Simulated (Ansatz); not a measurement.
Cl$_{3}$FSi (SiFCl3)

The calculation's input:

```
crystal:
  periodic: [false, false, false]
  atoms:
    - {symbol: Si, position_ang: [0.000410, -0.000544, 0.062813]}
    - {symbol: F, position_ang: [0.008253, -0.016255, 1.681419]}
    - {symbol: Cl, position_ang: [1.936206, 0.010156, -0.590973]}
    - {symbol: Cl, position_ang: [-0.976434, 1.682357, -0.560406]}
    - {symbol: Cl, position_ang: [-0.968435, -1.675704, -0.592843]}
basis:
  gaussian: {orbitals: def2-TZVP, initial_orbitals: start.molden}
hamiltonian: {xc: pbe0, dispersion: d4}
scf: {omitted_lower_state_checks: [starts]}
output: {forces: true, orbitals: {seedname: orbitals}}
```

Launched as:

```sh
ansatz run in.yaml --threads 4 --pin off --events-out ev --progress --plain --max-ram 3916MiB
```

Geometry: PBE-D4/def2-SVP; not at a stationary point (largest force 1.5 eV/Å).

The calculation used Ansatz 0.2.0, RKS PBE0-D4/def2-TZVP.

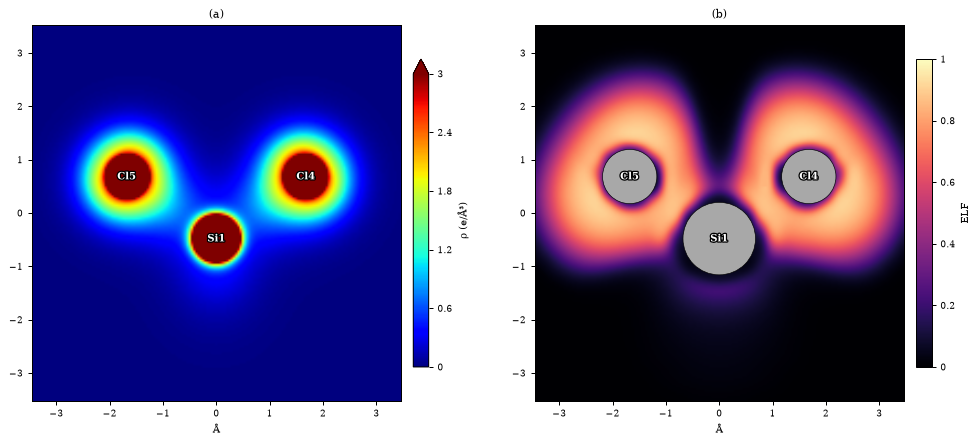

Figure 1. (a) total electron density; (b) electron localisation function on the plane of atoms Cl4, Si1 and Cl5. Grey discs cover the atomic cores in the ELF map.

Read the bonding off the picture.

Answer. The section cuts through Si and Cl sites. Si–Cl (2.04 Å): the density is about 0.95 e/Å³ at the midpoint; the ELF peaks at about 0.85 between the atoms; a shared but strongly polarised pair. The ELF also peaks beside Cl4 and Cl5, away from the bonds: lone-pair regions.

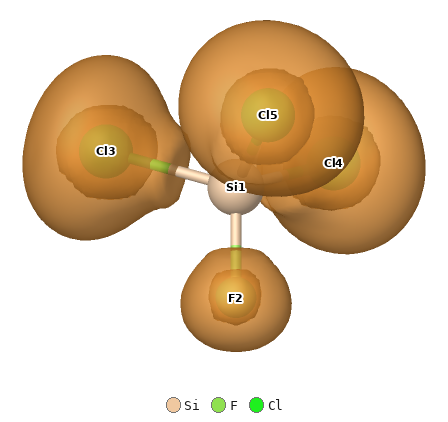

Figure 2. Isosurface of the ELF at 0.75 (orange), seen from one side. Core shells and regions of very low density are left out.

Identify the bonds, lone pairs and shells in this picture.

Answer. The ELF exceeds this value in three regions on Cl in which the atom's valence shell and bonds are merged and one region wrapped around F (its lone pairs, merged into a ring or cap). Profiles from the grid: Si–F (1.62 Å): the ELF peaks at about 0.85 in the valence shell of F, 0.6 Å from its nucleus, and is about 0.50 at the midpoint.

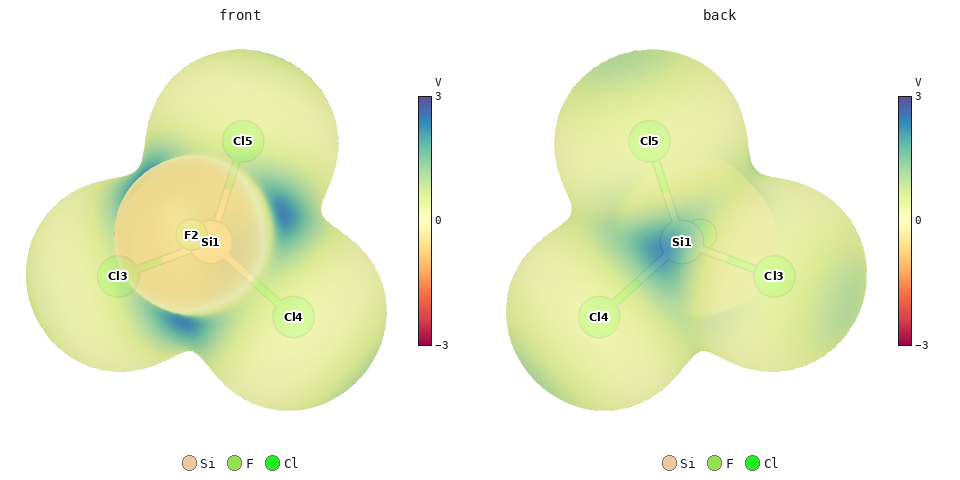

Figure 3. The electrostatic potential painted on the density surface at 0.004 e/bohr³, seen from the front and from behind; the colour scale runs from red (negative) to blue (positive).

Describe the electrostatic potential map.

Answer. The most negative region (about −0.5 V) lies over F2, the most positive (about +2.4 V) over Si1. Cl3 shows a σ-hole: about +1.0 V at the tip opposite its bond, against about +0.2 V on its flanks. Cl4 shows a σ-hole: about +1.0 V at the tip opposite its bond, against about +0.2 V on its flanks. Cl5 shows a σ-hole: about +1.0 V at the tip opposite its bond, against about +0.2 V on its flanks.
